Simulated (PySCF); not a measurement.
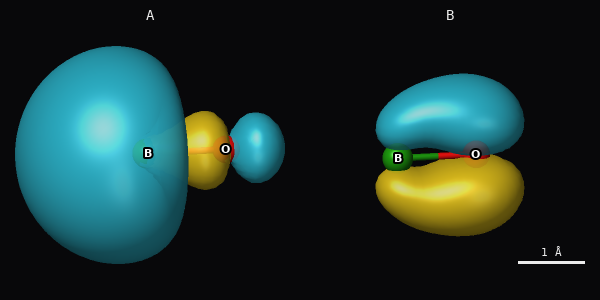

BO (charge −1). Two frontier orbitals, each drawn at the value that holds 80 % of its norm (yellow and cyan are the two phases), in no order; of a degenerate pair one member is drawn.

Level of theory: PBE0/aug-cc-pVDZ(-PP), non-relativistic Hamiltonian with scalar-relativistic core potentials where named, at a bond length of 1.241 Å (PySCF).

Label each orbital by symmetry, say whether it is occupied, and order them by energy.

Answer. Orbital B: π, occupied, −3.25 eV; mainly on O (75 %).
Orbital A: σ, occupied, −0.34 eV; mainly on B (90 %).
